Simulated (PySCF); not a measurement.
Single-point calculation of GaH₂F₂ (charge −1) (part 2 of 2)

Continued. System: GaH₂F₂, charge −1, SMILES [F][GaH2-][F]. Method: CASCI/ma-def2-TZVP, RHF (PySCF 2.14.0). A bond length was changed on purpose from its optimised value.

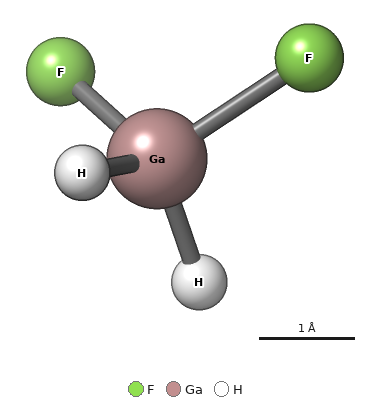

Fig. 1: The structure (ball-and-stick view, seen at a tilt). Sticks mark near contacts.

## Output, continued
```
1 Ga 4f-2       -0.01649  -0.00212   0.00352   0.01128  -0.00656
1 Ga 4f-1       -0.01389   0.01629   0.00315  -0.00127  -0.01250
1 Ga 4f+0       -0.01148  -0.01518  -0.00350   0.00606   0.00738
1 Ga 4f+1        0.01587   0.00945  -0.00684   0.00537  -0.00899
1 Ga 4f+2       -0.00876  -0.00846  -0.01143  -0.00929  -0.00359
1 Ga 4f+3       -0.00070  -0.01375   0.00033  -0.00276  -0.00669
2 F 1s           0.00008  -0.00005   0.00000  -0.00002   0.00004
2 F 2s           0.10480   0.00381   0.00000   0.04140  -0.01834
2 F 3s           0.12852  -0.00182  -0.00000   0.00792   0.03648
2 F 4s           0.02071  -0.01825   0.00002  -0.02260   0.03003
2 F 5s          -0.07454  -0.08365   0.00010  -0.08942   0.05841
2 F 6s           0.08309   0.09236  -0.00011   0.09671  -0.06136
2 F 2px         -0.07927   0.01148  -0.00374  -0.01485   0.00616
2 F 2py          0.05910  -0.00908  -0.00396   0.02659  -0.00498
2 F 2pz          0.03138  -0.00348  -0.00192  -0.02612  -0.00165
2 F 3px          0.12566   0.00762  -0.01264   0.00721   0.05096
2 F 3py         -0.11687  -0.01712  -0.01345  -0.00910  -0.04215
2 F 3pz         -0.00181   0.02051  -0.00657   0.00484  -0.01156
2 F 4px          0.02270   0.01663  -0.03854   0.01835   0.03601
2 F 4py         -0.03174  -0.02853  -0.04106  -0.00315  -0.01814
2 F 4pz          0.02161   0.02643  -0.01997  -0.02892  -0.03220
2 F 5px          0.01262  -0.00872   0.06502  -0.04049  -0.01969
2 F 5py          0.00364   0.02289   0.06934   0.01049  -0.00937
2 F 5pz         -0.03192  -0.02992   0.03369   0.05655   0.05741
2 F 3dxy         0.01313   0.00244  -0.00017   0.01094  -0.01100
2 F 3dyz         0.00538   0.00001   0.00118   0.00879  -0.00201
2 F 3dz^2        0.00563   0.00202  -0.00049   0.00245  -0.00671
2 F 3dxz        -0.00382  -0.00064  -0.00228  -0.00554   0.00254
2 F 3dx2-y2      0.00144  -0.00000  -0.00697   0.00285  -0.00043
2 F 4dxy         0.00998   0.00192  -0.00014   0.00863  -0.00841
2 F 4dyz         0.00279   0.00022   0.00092   0.00702  -0.00172
2 F 4dz^2        0.00439   0.00158  -0.00035   0.00186  -0.00519
2 F 4dxz        -0.00160  -0.00073  -0.00172  -0.00440   0.00221
2 F 4dx2-y2      0.00044   0.00011  -0.00533   0.00228  -0.00044
2 F 4f-3         0.00231   0.00061   0.00082   0.00008  -0.00027
2 F 4f-2         0.00174   0.00081   0.00035   0.00147   0.00044
2 F 4f-1        -0.00189  -0.00046   0.00030   0.00036   0.00030
2 F 4f+0         0.00151   0.00039   0.00015   0.00092   0.00038
2 F 4f+1         0.00140   0.00081  -0.00002  -0.00025  -0.00049
2 F 4f+2         0.00018  -0.00009  -0.00037   0.00049   0.00023
2 F 4f+3         0.00284   0.00099  -0.00073   0.00090   0.00001
3 H 1s          -0.02377   0.00415   0.05946   0.01933  -0.00557
3 H 2s           0.00305  -0.13106   0.09729   0.01210   0.00248
3 H 3s           0.01327   0.02289  -0.03766  -0.01131   0.00436
3 H 2px         -0.00542  -0.00737   0.00278   0.00793  -0.00362
3 H 2py          0.00995  -0.01673   0.03308   0.01753   0.00652
3 H 2pz         -0.02355  -0.01218   0.02716   0.01000  -0.01268
4 H 1s          -0.02371   0.00398  -0.05948   0.01934  -0.00557
4 H 2s           0.00303  -0.13134  -0.09690   0.01207   0.00249
4 H 3s           0.01326   0.02300   0.03760  -0.01131   0.00436
4 H 2px          0.00038   0.01894   0.04049  -0.01850  -0.00094
4 H 2py          0.01615   0.01128   0.01314  -0.01069   0.00938
4 H 2pz         -0.02054   0.00137  -0.00473  -0.00368  -0.01129
<CAS-nat-orb|mo-hf>  22     23       0.98963003
<CAS-nat-orb|mo-hf>  23     22       0.41396306
<CAS-nat-orb|mo-hf>  23     24       0.90740849
<CAS-nat-orb|mo-hf>  24     22       0.84881109
<CAS-nat-orb|mo-hf>  24     24      -0.41352104
<CAS-nat-orb|mo-hf>  25     26       0.98962960
<CAS-nat-orb|mo-hf>  26     25       0.94140051
<CAS-nat-orb|mo-hf>  27     31       0.97349691
<CAS-nat-orb|mo-hf>  28     28      -0.47691694
<CAS-nat-orb|mo-hf>  28     30       0.81333291
<CAS-nat-orb|mo-hf>  29     29       0.99999859
<CAS-nat-orb|mo-hf>  30     27       0.60751288
<CAS-nat-orb|mo-hf>  30     28       0.55082953
<CAS-nat-orb|mo-hf>  30     30       0.57199518
<CAS-nat-orb|mo-hf>  31     27       0.69887627
<CAS-nat-orb|mo-hf>  31     28      -0.66988198
CASCI converged
CASCI E = -2123.50388662010  E(CI) = -19.5932693026939  S^2 = 0.0000000
total energy: -2123.50388662 hartree
**** SCF Summaries ****
Total Energy =                       -2123.503529655284183
Nuclear Repulsion Energy =             199.152514491845750
One-electron Energy =                -3375.694389032305935
Two-electron Energy =                 1053.038344885175775
Two-electron Coulomb Energy =         1147.816099741105063
DFT Exchange-Correlation Energy =      -94.777754855929288
HOMO-LUMO gap [eV] =                    10.601147589862382
**** MO energy ****
MO #1   energy= -378.602081211835  occ= 2
MO #2   energy= -47.9513644408139  occ= 2
MO #3   energy= -42.2797028175286  occ= 2
MO #4   energy= -42.2789552490614  occ= 2
MO #5   energy= -42.2787091463387  occ= 2
MO #6   energy= -26.0245107126533  occ= 2
MO #7   energy= -25.9978780562132  occ= 2
MO #8   energy= -6.1833728934495   occ= 2
MO #9   energy= -4.27744090895941  occ= 2
MO #10  energy= -4.27710333484083  occ= 2
MO #11  energy= -4.2766175820554   occ= 2
MO #12  energy= -1.30519521220114  occ= 2
MO #13  energy= -1.25943205074971  occ= 2
MO #14  energy= -0.991570490365625 occ= 2
MO #15  energy= -0.991497300344775 occ= 2
MO #16  energy= -0.988214753129588 occ= 2
MO #17  energy= -0.986379630347173 occ= 2
MO #18  energy= -0.985956958857666 occ= 2
MO #19  energy= -0.462366951574325 occ= 2
MO #20  energy= -0.397102791091577 occ= 2
MO #21  energy= -0.395958148740281 occ= 2
MO #22  energy= -0.379865730329362 occ= 2
MO #23  energy= -0.357982748004428 occ= 2
MO #24  energy= -0.352044160761758 occ= 2
MO #25  energy= -0.300202700469846 occ= 2
MO #26  energy= -0.227333699647403 occ= 2
MO #27  energy= 0.162251291799585  occ= 0
MO #28  energy= 0.163231928009912  occ= 0
MO #29  energy= 0.173271000613215  occ= 0
MO #30  energy= 0.19157955719985   occ= 0
MO #31  energy= 0.314544977248761  occ= 0
MO #32  energy= 0.323972901044353  occ= 0
MO #33  energy= 0.353020564345048  occ= 0
MO #34  energy= 0.362840604218547  occ= 0
MO #35  energy= 0.374315787544506  occ= 0
MO #36  energy= 0.377796401905796  occ= 0
MO #37  energy= 0.383750008343609  occ= 0
MO #38  energy= 0.412619245904906  occ= 0
MO #39  energy= 0.432851305919275  occ= 0
MO #40  energy= 0.451950471290036  occ= 0
MO #41  energy= 0.478164182098112  occ= 0
MO #42  energy= 0.538223627555998  occ= 0
MO #43  energy= 0.547787919044127  occ= 0
MO #44  energy= 0.556094965263635  occ= 0
MO #45  energy= 0.593315135979362  occ= 0
MO #46  energy= 0.600107052646253  occ= 0
MO #47  energy= 0.631184065827919  occ= 0
MO #48  energy= 0.631952559135418  occ= 0
MO #49  energy= 0.676761987103185  occ= 0
MO #50  energy= 0.71877298276668   occ= 0
MO #51  energy= 0.855232868536583  occ= 0
MO #52  energy= 0.859170264172665  occ= 0
MO #53  energy= 0.893293964967889  occ= 0
MO #54  energy= 1.14935618659113   occ= 0
MO #55  energy= 1.15168057802145   occ= 0
MO #56  energy= 1.19690888345888   occ= 0
MO #57  energy= 1.20418660406373   occ= 0
MO #58  energy= 1.21230636691997   occ= 0
MO #59  energy= 1.22790975233083   occ= 0
MO #60  energy= 1.24955400344294   occ= 0
MO #61  energy= 1.27621284837221   occ= 0
MO #62  energy= 1.27732567608344   occ= 0
MO #63  energy= 1.36673526834742   occ= 0
MO #64  energy= 1.37371856079818   occ= 0
MO #65  energy= 1.37697921074095   occ= 0
MO #66  energy= 1.38869469988098   occ= 0
MO #67  energy= 1.40105244900749   occ= 0
MO #68  energy= 1.45185400817311   occ= 0
MO #69  energy= 1.51707224498783   occ= 0
MO #70  energy= 1.52391230896902   occ= 0
MO #71  energy= 1.5522595192474    occ= 0
MO #72  energy= 1.59401026935569   occ= 0
MO #73  energy= 1.71916919558753   occ= 0
MO #74  energy= 2.22759898082304   occ= 0
MO #75  energy= 2.31622472301341   occ= 0
MO #76  energy= 2.33889022232433   occ= 0
MO #77  energy= 2.41400288842224   occ= 0
MO #78  energy= 2.5619816510957    occ= 0
MO #79  energy= 2.56363763675989   occ= 0
MO #80  energy= 2.57338761403441   occ= 0
MO #81  energy= 2.58360446012231   occ= 0
MO #82  energy= 2.67433495846551   occ= 0
MO #83  energy= 2.69172542825919   occ= 0
MO #84  energy= 2.79198380466749   occ= 0
MO #85  energy= 2.79280131748654   occ= 0
MO #86  energy= 2.8612928281319    occ= 0
MO #87  energy= 2.89131540388894   occ= 0
MO #88  energy= 2.91310920598946   occ= 0
MO #89  energy= 2.9883309630148    occ= 0
MO #90  energy= 3.01944734685254   occ= 0
MO #91  energy= 3.03818119458399   occ= 0
MO #92  energy= 3.12086027791373   occ= 0
MO #93  energy= 3.13560494697302   occ= 0
MO #94  energy= 3.22788431829223   occ= 0
MO #95  energy= 3.33010025933556   occ= 0
MO #96  energy= 3.40386345690806   occ= 0
MO #97  energy= 4.05897450882568   occ= 0
MO #98  energy= 4.06907278137688   occ= 0
MO #99  energy= 4.08462683049152   occ= 0
MO #100 energy= 4.10158561296211   occ= 0
MO #101 energy= 4.13169990044602   occ= 0
MO #102 energy= 4.20006517622227   occ= 0
MO #103 energy= 4.28461204920449   occ= 0
MO #104 energy= 4.57834776162222   occ= 0
MO #105 energy= 4.66017394421762   occ= 0
MO #106 energy= 4.79871192165702   occ= 0
MO #107 energy= 4.99727182579584   occ= 0
MO #108 energy= 5.83489875303313   occ= 0
MO #109 energy= 7.64906434470773   occ= 0
MO #110 energy= 7.64910683097038   occ= 0
MO #111 energy= 7.6504463465804    occ= 0
MO #112 energy= 7.65132447812824   occ= 0
MO #113 energy= 7.66806754135124   occ= 0
MO #114 energy= 7.67700480350336   occ= 0
MO #115 energy= 7.68293621447223   occ= 0
MO #116 energy= 7.68310387938253   occ= 0
MO #117 energy= 7.68715873380178   occ= 0
MO #118 energy= 7.68970542456948   occ= 0
MO #119 energy= 7.71439693494554   occ= 0
MO #120 energy= 7.7158553137287    occ= 0
MO #121 energy= 7.72034571900325   occ= 0
MO #122 energy= 7.72868338632693   occ= 0
MO #123 energy= 9.14125077496068   occ= 0
MO #124 energy= 9.14698073188061   occ= 0
MO #125 energy= 9.16719110545428   occ= 0
MO #126 energy= 9.17779298905455   occ= 0
MO #127 energy= 9.32364427876334   occ= 0
MO #128 energy= 9.33593525001048   occ= 0
MO #129 energy= 9.37928130741597   occ= 0
MO #130 energy= 9.38618501092573   occ= 0
MO #131 energy= 9.6580876946424    occ= 0
MO #132 energy= 9.72314976203128   occ= 0
MO #133 energy= 58.9059080516619   occ= 0
MO #134 energy= 58.9395682669642   occ= 0
 ** Mulliken pop on meta-lowdin orthogonal AOs  **
 ** Mulliken pop  **
pop of  0 F 1s            1.99999
pop of  0 F 2s            1.86847
pop of  0 F 3s            0.00182
pop of  0 F 4s            0.00099
pop of  0 F 5s            0.00087
pop of  0 F 6s            0.00053
pop of  0 F 2px           1.95719
pop of  0 F 2py           1.95028
pop of  0 F 2pz           1.86430
pop of  0 F 3px           0.00450
pop of  0 F 3py           0.00436
pop of  0 F 3pz           0.00288
pop of  0 F 4px           0.00148
pop of  0 F 4py           0.00156
pop of  0 F 4pz           0.00188
pop of  0 F 5px           0.00061
pop of  0 F 5py           0.00062
pop of  0 F 5pz           0.00031
pop of  0 F 3dxy          0.00007
pop of  0 F 3dyz          0.00079
pop of  0 F 3dz^2         0.00143
pop of  0 F 3dxz          0.00064
pop of  0 F 3dx2-y2       0.00007
pop of  0 F 4dxy          0.00001
pop of  0 F 4dyz          0.00011
pop of  0 F 4dz^2         0.00024
pop of  0 F 4dxz          0.00009
pop of  0 F 4dx2-y2       0.00001
pop of  0 F 4f-3          0.00000
pop of  0 F 4f-2          0.00001
pop of  0 F 4f-1          0.00002
pop of  0 F 4f+0          0.00003
pop of  0 F 4f+1          0.00002
pop of  0 F 4f+2          0.00000
pop of  0 F 4f+3          0.00000
pop of  1 Ga 1s           1.99997
pop of  1 Ga 2s           1.99974
pop of  1 Ga 3s           1.99640
pop of  1 Ga 4s           0.80448
pop of  1 Ga 5s           0.00415
pop of  1 Ga 6s           0.00078
pop of  1 Ga 7s           0.00080
pop of  1 Ga 2px          1.99998
pop of  1 Ga 2py          1.99998
pop of  1 Ga 2pz          1.99998
pop of  1 Ga 3px          1.99984
pop of  1 Ga 3py          1.99984
pop of  1 Ga 3pz          1.99983
pop of  1 Ga 4px          0.50250
pop of  1 Ga 4py          0.47731
pop of  1 Ga 4pz          0.34280
pop of  1 Ga 5px          0.00523
pop of  1 Ga 5py          0.00543
pop of  1 Ga 5pz          0.00756
pop of  1 Ga 6px          0.00031
pop of  1 Ga 6py          0.00033
pop of  1 Ga 6pz          0.00021
pop of  1 Ga 7px          0.00013
pop of  1 Ga 7py          0.00014
pop of  1 Ga 7pz          0.00010
pop of  1 Ga 3dxy         1.99945
pop of  1 Ga 3dyz         1.99951
pop of  1 Ga 3dz^2        1.99921
pop of  1 Ga 3dxz         1.99972
pop of  1 Ga 3dx2-y2      1.99969
pop of  1 Ga 4dxy         0.00297
pop of  1 Ga 4dyz         0.00463
pop of  1 Ga 4dz^2        0.00338
pop of  1 Ga 4dxz         0.00200
pop of  1 Ga 4dx2-y2      0.00350
pop of  1 Ga 5dxy         0.00097
pop of  1 Ga 5dyz         0.00234
pop of  1 Ga 5dz^2        0.00110
pop of  1 Ga 5dxz         0.00139
pop of  1 Ga 5dx2-y2      0.00229
pop of  1 Ga 6dxy         0.00039
pop of  1 Ga 6dyz         0.00019
pop of  1 Ga 6dz^2        0.00043
pop of  1 Ga 6dxz         0.00016
pop of  1 Ga 6dx2-y2      0.00012
pop of  1 Ga 4f-3         0.00073
pop of  1 Ga 4f-2         0.00061
pop of  1 Ga 4f-1         0.00118
pop of  1 Ga 4f+0         0.00105
pop of  1 Ga 4f+1         0.00091
pop of  1 Ga 4f+2         0.00038
pop of  1 Ga 4f+3         0.00059
pop of  2 F 1s            1.99999
pop of  2 F 2s            1.90324
pop of  2 F 3s            0.00185
pop of  2 F 4s            0.00080
pop of  2 F 5s            0.00084
pop of  2 F 6s            0.00057
pop of  2 F 2px           1.91949
pop of  2 F 2py           1.90515
pop of  2 F 2pz           1.95789
pop of  2 F 3px           0.00521
pop of  2 F 3py           0.00496
pop of  2 F 3pz           0.00523
pop of  2 F 4px           0.00131
pop of  2 F 4py           0.00143
pop of  2 F 4pz           0.00116
pop of  2 F 5px           0.00055
pop of  2 F 5py           0.00055
pop of  2 F 5pz           0.00066
pop of  2 F 3dxy          0.00066
pop of  2 F 3dyz          0.00024
pop of  2 F 3dz^2         0.00021
pop of  2 F 3dxz          0.00020
pop of  2 F 3dx2-y2       0.00029
pop of  2 F 4dxy          0.00011
pop of  2 F 4dyz          0.00003
pop of  2 F 4dz^2         0.00003
pop of  2 F 4dxz          0.00003
pop of  2 F 4dx2-y2       0.00003
pop of  2 F 4f-3          0.00001
pop of  2 F 4f-2          0.00001
pop of  2 F 4f-1          0.00000
pop of  2 F 4f+0          0.00000
pop of  2 F 4f+1          0.00000
pop of  2 F 4f+2          0.00000
pop of  2 F 4f+3          0.00001
pop of  3 H 1s            1.21677
pop of  3 H 2s            0.00124
pop of  3 H 3s            0.00187
pop of  3 H 2px           0.00014
pop of  3 H 2py           0.00139
pop of  3 H 2pz           0.00076
pop of  4 H 1s            1.21679
pop of  4 H 2s            0.00124
pop of  4 H 3s            0.00187
pop of  4 H 2px           0.00184
pop of  4 H 2py           0.00041
pop of  4 H 2pz           0.00003
 ** Mulliken atomic charges  **
charge of    0F =     -0.66619
charge of    1Ga =      0.82332
charge of    2F =     -0.71279
charge of    3H =     -0.22216
charge of    4H =     -0.22218

WARN: System has nonzero charge -1; the dipole moment is origin-dependent.
Location of origin: [0. 0. 0.]

Dipole moment(X, Y, Z, Debye):  1.71287, -1.01569, -1.21641
```

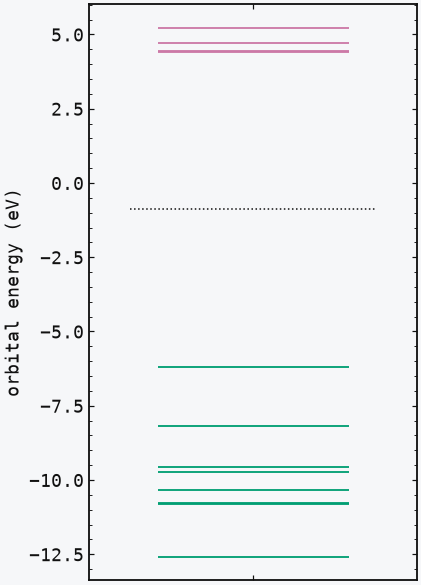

Fig. 2: Orbital energies near the frontier (SCF reference); the dotted line parts filled from empty levels, and levels within 0.02 eV of each other stand side by side. Highest filled −6.19 eV, lowest empty 4.42 eV, 10.61 eV apart.

The run was set up as follows.

## Input file (input.py)
```python
from pyscf import gto, scf, mcscf

system = gto.M(
    atom='start.xyz',
    charge=-1,
    max_memory=1860,
    verbose=4,
    basis='ma-def2-tzvp',
)

calc0 = scf.RHF(system)
calc0.kernel()

cas = mcscf.CASCI(calc0, 10, 10)
cas.fix_spin_(ss=0.0)
cas.natorb = True
cas.kernel()
etot = cas.e_tot
print(f'total energy: {etot:.8f} hartree')
calc0.analyze()
```

## File start.xyz
```
5

F     -0.159213    -0.664632     1.677484
Ga     0.185137    -0.167482    -0.012556
F     -1.087530     1.262430    -0.501770
H     -0.092643    -1.387862    -0.935156
H      1.617047     0.437578    -0.050106
```

Launched with:
```bash
OMP_NUM_THREADS=1 python input.py
```

## Summary

- outcome: converged
- total energy: −2123.503887 hartree
- SCF energy: −2123.503530 hartree
- CASSCF energy: −2123.503887 hartree
- correlation energy: −0.000357 hartree
- basis functions: 134
- HOMO of the SCF reference: −6.19 eV
- LUMO of the SCF reference: 4.42 eV
- hardware: 1 thread of Arm Neoverse V2, 24 GiB of memory available, shared host
- wall time: 5.7 s
- peak memory: 0.43 GiB
